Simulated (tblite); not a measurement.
Run report: C2H6OS3Si2, geometry relaxation (part 2 of 2)

The same run, continued: C2H6OS3Si2; GFN2-xTB geometry optimisation, gas phase (tblite 0.8.0). It belongs to a series of runs on one base structure; here: H on Si replaced by SSiH3.

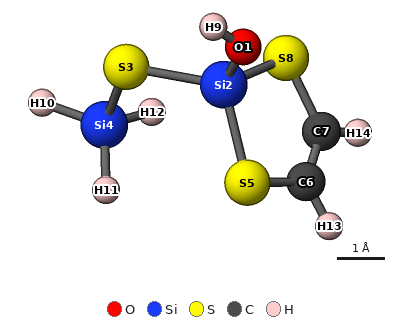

**Figure 1.** The geometry at step 130 of the log (ball-and-stick view, seen at a tilt; atoms are numbered from 1 in the order of the input).

Trajectory as extended XYZ, continued
```
14
Properties=species:S:1:pos:R:3:forces:R:3 step=98 energy=-672.91617
O    -0.9706   -2.4601    0.7668   -0.0830  -0.0250   0.0680
Si   -0.2506   -1.1020    0.2885    0.0380   0.0430  -0.0620
S     1.8458   -1.4821    0.1274   -0.0170  -0.0020  -0.0110
Si    2.7463    0.4285   -0.3698    0.0300  -0.0530   0.1190
S    -0.7421    0.5932    1.5307   -0.0050   0.0040   0.0450
C    -1.9285    1.2598    0.4385    0.0220   0.0230  -0.0390
C    -2.1581    0.7900   -0.7831   -0.0020  -0.0350  -0.0460
S    -1.3177   -0.5702   -1.4912   -0.0430   0.0970  -0.0360
H    -0.6483   -3.0523    1.4413    0.0750  -0.0530   0.0300
H     4.0700    0.0256   -0.8106   -0.0050  -0.0040   0.0130
H     2.7510    1.1984    0.8705   -0.0210   0.0090  -0.0870
H     1.9531    1.0291   -1.4292   -0.0510   0.0470  -0.0250
H    -2.4534    2.1142    0.8316    0.0080  -0.0390   0.0140
H    -2.8977    1.2275   -1.4335    0.0540  -0.0100   0.0190
14
Properties=species:S:1:pos:R:3:forces:R:3 step=109 energy=-672.93833
O    -0.9600   -2.5237    0.9055    0.0030   0.0120   0.0230
Si   -0.2886   -1.1589    0.3692   -0.0100  -0.0040  -0.0260
S     1.8139   -1.5036    0.1893    0.0130   0.0060   0.0000
Si    2.5899    0.4353   -0.3879   -0.0080   0.0140   0.0000
S    -0.8108    0.5263    1.6095    0.0030  -0.0220  -0.0040
C    -1.8285    1.3021    0.4248   -0.0010  -0.0010   0.0060
C    -2.0121    0.8525   -0.8122   -0.0270  -0.0100  -0.0050
S    -1.2780   -0.5959   -1.4516   -0.0040   0.0180   0.0100
H    -0.4602   -3.2106    1.3422   -0.0050  -0.0170  -0.0100
H     3.9528    0.1079   -0.7681   -0.0240   0.0140   0.0400
H     2.4555    1.2904    0.7858    0.0390  -0.0080  -0.0360
H     1.7844    0.9229   -1.5015    0.0060  -0.0110   0.0030
H    -2.3086    2.1941    0.7877    0.0040   0.0190  -0.0070
H    -2.6504    1.3609   -1.5147    0.0100  -0.0080   0.0060
14
Properties=species:S:1:pos:R:3:forces:R:3 step=120 energy=-672.94033
O    -0.9570   -2.5352    0.9269    0.0030  -0.0020   0.0140
Si   -0.3011   -1.1650    0.3863    0.0080   0.0040  -0.0110
S     1.8090   -1.4880    0.2220   -0.0190   0.0030   0.0040
Si    2.5782    0.4393   -0.3969    0.0040  -0.0040   0.0060
S    -0.8534    0.5057    1.6304    0.0160   0.0010   0.0050
C    -1.8293    1.3060    0.4273   -0.0010   0.0030  -0.0040
C    -2.0007    0.8595   -0.8128   -0.0070  -0.0010   0.0010
S    -1.2804   -0.6001   -1.4405    0.0030  -0.0030   0.0000
H    -0.4389   -3.2438    1.3036   -0.0070  -0.0080  -0.0100
H     3.9464    0.1065   -0.7448    0.0090   0.0000  -0.0040
H     2.4585    1.3285    0.7501   -0.0070   0.0120   0.0050
H     1.7746    0.8937   -1.5244    0.0060  -0.0050  -0.0060
H    -2.2931    2.2115    0.7781   -0.0040  -0.0010   0.0040
H    -2.6136    1.3809   -1.5274   -0.0040   0.0010  -0.0030
14
Properties=species:S:1:pos:R:3:forces:R:3 step=130 energy=-672.94110
O    -0.9570   -2.5228    0.9488   -0.0010   0.0000   0.0080
Si   -0.3007   -1.1604    0.3895    0.0050   0.0150  -0.0230
S     1.8089   -1.4889    0.2240   -0.0100   0.0090   0.0030
Si    2.5872    0.4369   -0.3913   -0.0120  -0.0090  -0.0110
S    -0.8392    0.5210    1.6235   -0.0030  -0.0040  -0.0020
C    -1.8317    1.3089    0.4249    0.0030   0.0050   0.0090
C    -2.0127    0.8566   -0.8116    0.0030  -0.0080   0.0050
S    -1.2937   -0.6056   -1.4360    0.0150   0.0100   0.0090
H    -0.4371   -3.2575    1.2683   -0.0010  -0.0070  -0.0020
H     3.9583    0.1085   -0.7327    0.0050  -0.0100   0.0070
H     2.4564    1.3381    0.7451   -0.0060  -0.0010   0.0090
H     1.7897    0.8760   -1.5286    0.0020   0.0090  -0.0140
H    -2.2971    2.2131    0.7768   -0.0010   0.0070   0.0010
H    -2.6321    1.3755   -1.5229    0.0000  -0.0190   0.0000
14
Properties=species:S:1:pos:R:3:forces:R:3 step=141 energy=-672.94205
O    -0.9592   -2.5023    0.9725    0.0220  -0.0060   0.0100
Si   -0.2954   -1.1496    0.3968   -0.0050   0.0000  -0.0040
S     1.8098   -1.4873    0.2247    0.0050   0.0010  -0.0040
Si    2.5939    0.4343   -0.3966   -0.0020  -0.0030   0.0030
S    -0.8231    0.5411    1.6208   -0.0050  -0.0070  -0.0060
C    -1.8357    1.3120    0.4278   -0.0060  -0.0050  -0.0010
C    -2.0248    0.8491   -0.8038    0.0060   0.0050   0.0100
S    -1.2834   -0.5990   -1.4328   -0.0040   0.0010   0.0060
H    -0.4484   -3.2701    1.2234   -0.0110   0.0220  -0.0050
H     3.9715    0.0974   -0.7021    0.0060  -0.0020  -0.0030
H     2.4442    1.3430    0.7321   -0.0090  -0.0030  -0.0040
H     1.8214    0.8678   -1.5540    0.0070  -0.0040   0.0010
H    -2.3080    2.2129    0.7792   -0.0080  -0.0030   0.0020
H    -2.6635    1.3503   -1.5102    0.0040   0.0050  -0.0050
14
Properties=species:S:1:pos:R:3:forces:R:3 step=152 energy=-672.94311
O    -0.9539   -2.4793    1.0045    0.0130  -0.0250   0.0010
Si   -0.2897   -1.1342    0.4122   -0.0010  -0.0030   0.0030
S     1.8139   -1.4844    0.2385   -0.0050   0.0150  -0.0010
Si    2.6069    0.4229   -0.4133    0.0010   0.0090   0.0010
S    -0.8472    0.5418    1.6396   -0.0020   0.0010  -0.0030
C    -1.8607    1.3076    0.4436    0.0060   0.0010  -0.0040
C    -2.0253    0.8565   -0.7958   -0.0010   0.0000   0.0080
S    -1.2579   -0.5767   -1.4274   -0.0010   0.0020  -0.0040
H    -0.4589   -3.2791    1.1737   -0.0100   0.0240  -0.0050
H     3.9966    0.0870   -0.6609    0.0000  -0.0030   0.0000
H     2.4120    1.3646    0.6815   -0.0050  -0.0080  -0.0060
H     1.8746    0.8195   -1.6097    0.0060  -0.0120   0.0080
H    -2.3524    2.1966    0.7994    0.0010  -0.0030  -0.0030
H    -2.6586    1.3567   -1.5080   -0.0020   0.0010   0.0060
14
Properties=species:S:1:pos:R:3:forces:R:3 step=163 energy=-672.94356
O    -0.9536   -2.4782    1.0094   -0.0020   0.0040  -0.0060
Si   -0.2882   -1.1271    0.4321    0.0010   0.0010  -0.0010
S     1.8187   -1.4682    0.2865    0.0020  -0.0040  -0.0010
Si    2.6061    0.4171   -0.4302    0.0010   0.0030  -0.0010
S    -0.8739    0.5331    1.6655    0.0000  -0.0020   0.0010
C    -1.8699    1.3061    0.4597   -0.0010  -0.0010   0.0010
C    -2.0113    0.8671   -0.7868   -0.0010   0.0010   0.0010
S    -1.2245   -0.5543   -1.4207   -0.0040   0.0010   0.0010
H    -0.4676   -3.2922    1.1248    0.0030  -0.0040   0.0060
H     4.0067    0.0902   -0.6216    0.0000  -0.0010   0.0040
H     2.3633    1.4059    0.6118   -0.0020   0.0010  -0.0020
H     1.9033    0.7403   -1.6650    0.0030  -0.0010   0.0000
H    -2.3741    2.1878    0.8157    0.0030   0.0010   0.0000
H    -2.6357    1.3720   -1.5034   -0.0030   0.0000  -0.0010
```

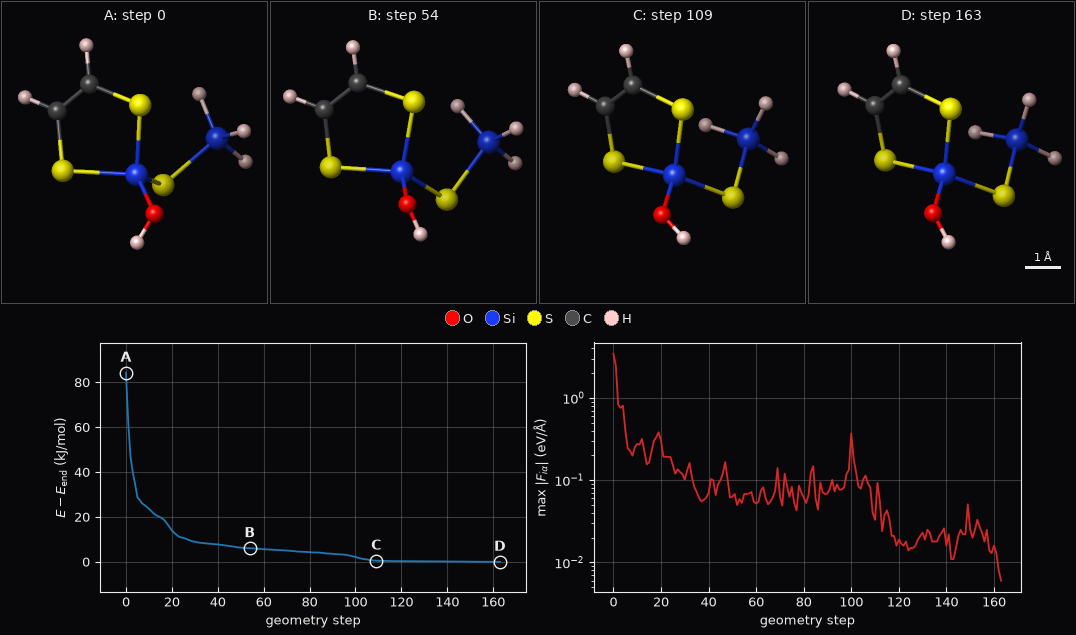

**Figure 2.** Frames of the relaxation (ball-and-stick view, seen at a tilt) above the curves, on which the letters mark them (steps are counted from 0).

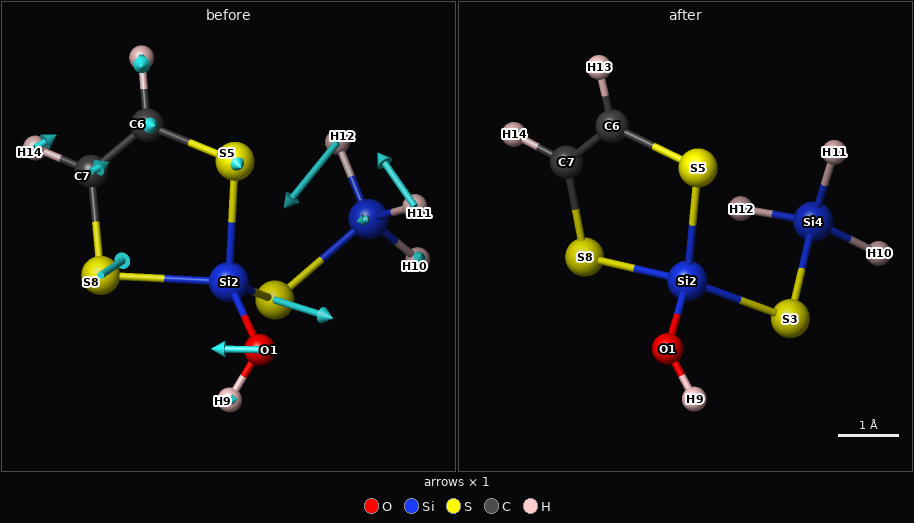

**Figure 3.** Before (left) and after (right) the relaxation, at one scale (ball-and-stick view, seen at a tilt). The teal arrows give the displacements, at true length. The energy falls by 84.3 kJ/mol in 163 geometry steps. Largest force component: 3.4 eV/Å at the start, 0.006 eV/Å at the end. The largest move after the best rigid fit is that of H12, 1.48 Å. By element the largest moves are H 1.48 Å, S 1.31 Å, O 0.83 Å, C 0.40 Å, Si 0.21 Å. Distances before and after: O1–Si2 1.699 → 1.613 Å, C6–H13 1.145 → 1.076 Å, C6–C7 1.273 → 1.329 Å, C7–H14 1.129 → 1.076 Å. Among the angles that change: Si2–O1–H9 109.4° → 123.2°, Si2–S3–Si4 113.6° → 104.0°, S5–Si2–S8 91.3° → 99.8°. (Atoms are counted from 1 in the order of the input.)

The run was set up as follows.

The input
```
{"job": {"kind": "relax", "xc": "GFN2-xTB", "basis": "xTB"}, "charge": 0, "multiplicity": 1}
O     -0.276300    -2.488200     1.506500
Si    -0.316600    -1.160700     0.447500
S      1.341500    -1.022200    -0.852000
Si     2.756400     0.479800    -0.281500
S     -0.861800     0.679300     1.418900
C     -1.841200     1.368000     0.113800
C     -2.359900     0.643000    -0.794900
S     -2.106000    -1.109600    -0.762800
H     -0.532400    -3.307200     1.016700
H      4.055400     0.055500    -0.815900
H      2.782700     0.461400     1.209800
H      2.341900     1.809100    -0.715300
H     -2.001200     2.502000     0.110300
H     -2.983300     1.089300    -1.623300
```

The first line tells a small driver script what to run in tblite; the rest is the geometry in Å.

Run as:
```bash
OMP_NUM_THREADS=1 python <driver script> task.json out
```

Key numbers

- outcome: converged
- total energy: −672.9436 eV
- hardware: 1 CPU thread, shared host
- wall time: 3.3 s
- peak memory: 0.18 GiB
